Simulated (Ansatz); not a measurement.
Consider Rb2MoF4 (started from the K2NiF4 type) (I4/mmm).

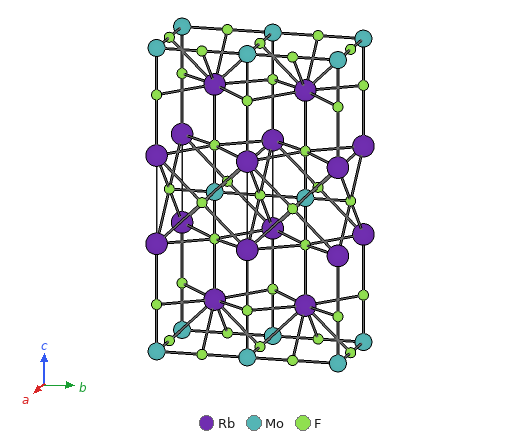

The structure (rubidium purple, molybdenum teal, fluorine green). 1×2×1 conventional cells are drawn. Some periodic images of atoms are drawn too.

The structure was built from a prototype and need not be the compound's stable phase.

```
Rb Mo F
1.0
     2.13890   -2.13890    7.09173
    -2.13890    2.13890    7.09173
    -2.13890   -2.13890   -7.09173
Rb Mo F
2 1 4
Cartesian
  0.0000 0.0000 5.0300
  0.0000 0.0000 9.1535
  0.0000 0.0000 0.0000
  -2.1389 0.0000 0.0000
  0.0000 -2.1389 0.0000
  0.0000 0.0000 2.1909
  0.0000 0.0000 11.9926
```

The structure was relaxed with PBE. The structure type comes from a generator and need not be one that this composition takes. The structure was generated from a model, not taken from a measurement. The runs that relaxed it are not among those shown. The program's search for lower electronic states was switched off, so nothing shows that the state found is the lowest. PAW set soft_2, made with PBE.

A constrained-RPA run (Ansatz 0.2.0; non-magnetic PBE; Mo t2g, bands v2 to c1, 4×4×4 mesh, medium accuracy) builds 3 functions on bands 1.6 eV wide, with 4.0 electrons in the window. The bare on-site interaction is 13.1 eV and the bare J 0.52 eV.

What U and J survive the screening?

On the Mo t2g shell, U = 5.30 eV (41 % of the bare value), U′ = 4.54 eV, J = 0.36 eV.

The parent state is non-magnetic and the interaction static (zero frequency); U depends on the window and the orbitals, so it belongs to this model alone.

[Paths, hosts, dates, memory and timing lines, banners, echoed tables and standing remarks are left out of the program output.]

[Logs are printed without paths, hosts, clocks, repeated set-up lines and the standing remarks that a program may print on its own settings, such as how far it seeks lower states.]

[Runs of the session that timed out or met a known fault of the program may be left out.]

[Hosts, paths, dates, database ids (printed as entryN), source tags and the programs' standing remarks are cut or masked in the printed files.]
